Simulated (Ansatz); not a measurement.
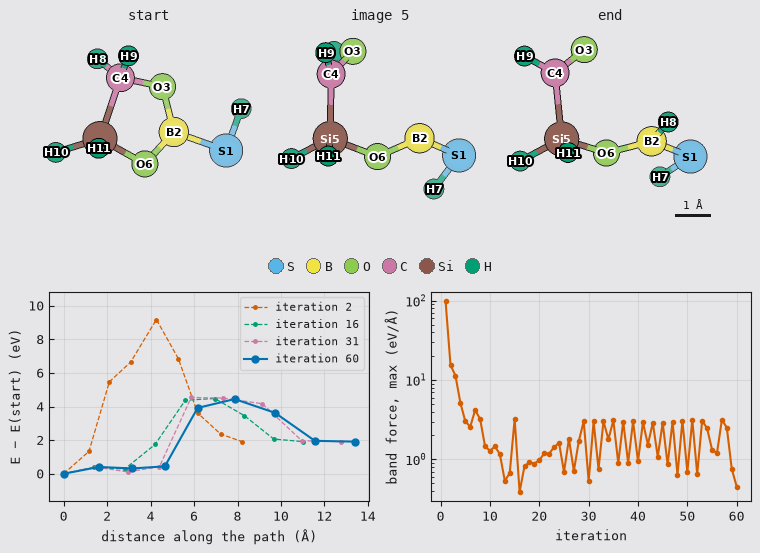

NEB run on CH5BO2SSi. Images are numbered from 0 (start) to 8 (end). The plot follows the band through its iterations. The picture is a ball-and-stick view, seen at a tilt.

The calculation used Ansatz 0.2.0, UHF/6-31G*. Run with 7 movable images; climbing image; force threshold 0.03 eV/Å; iteration limit 60; spring constant 0.5 eV/Å²; starting path through a guess of the saddle point.

Did the band converge, and can the barrier be trusted?

Answer. The result isn't final. The band hadn't converged when the run stopped after 60 iterations. The largest component of the band force went from 98 to 0.45 eV/Å. The barrier read from it is provisional: over the last two iterations the highest image moved from 4.65 eV to 4.44 eV. The first iteration put the highest image at 25.54 eV. The energy climbs by 4.44 eV to image 5 and then falls by 2.53 eV, so the end point sits at +1.91 eV.

Limits of the set-up: Hartree-Fock leaves out electron correlation.
